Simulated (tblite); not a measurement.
# Relaxed scan, with input and output: C₃H₉GeN

- system: C₃H₉GeN, SMILES CC(C)=[N][GeH3]
- method: GFN2-xTB relaxed scan under a harmonic restraint, gas phase (tblite 0.8.0)

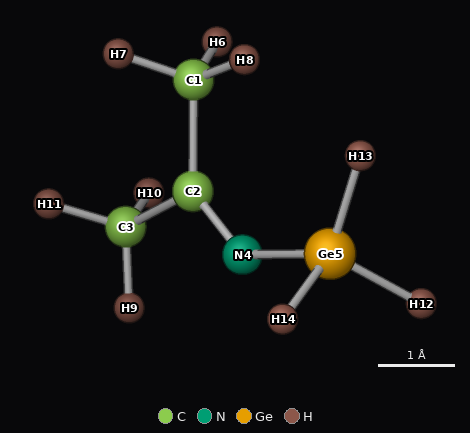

*The input geometry (ball-and-stick view, seen at a tilt; atoms are numbered from 1 in the order of the input). Sticks mark near contacts.*

Input file
```
{"job": {"xc": "GFN2-xTB", "basis": "xTB", "coordinate": [["t", [0, 1, 3, 4], 0.5], ["t", [2, 1, 3, 4], 0.5]], "kind": "drive"}, "charge": 0, "multiplicity": 1}
C     -0.503826     1.259548     0.643404
C     -0.513779    -0.049899    -0.094118
C     -1.876290    -0.529056    -0.506117
N      0.492411    -0.745833    -0.379647
Ge     2.270553    -0.651893    -0.140113
H     -0.954040     2.035831     0.026844
H     -1.090985     1.173348     1.556343
H      0.514252     1.547045     0.897294
H     -1.797445    -1.479131    -1.025786
H     -2.344801     0.203439    -1.161044
H     -2.509250    -0.648120     0.371400
H      2.830263    -0.714445    -1.520499
H      2.877921     0.527632     0.583430
H      2.607052    -1.900050     0.602495
```

The first line tells a small driver script what to run in tblite; the rest is the geometry in Å.

Command:
```bash
OMP_NUM_THREADS=1 python <driver script> task.json out
```

Output
```
point  coordinate     E/eV
  0    -75.400     -431.14955
  1    -60.700     -431.08762
  2    -45.700     -431.00550
  3    -30.200     -430.94917
  4    -15.000     -430.94184
  5     -0.000     -430.94171
  6   -133.500     -423.49534
  7    -13.900     -423.44007
  8     45.100     -428.39216
  9     60.800     -431.08575
 10     75.400     -431.14822
 11     90.000     -431.16946
```

Key numbers

- outcome: converged
- hardware: 1 CPU thread, shared host
- wall time: 2.9 s
- peak memory: 0.19 GiB
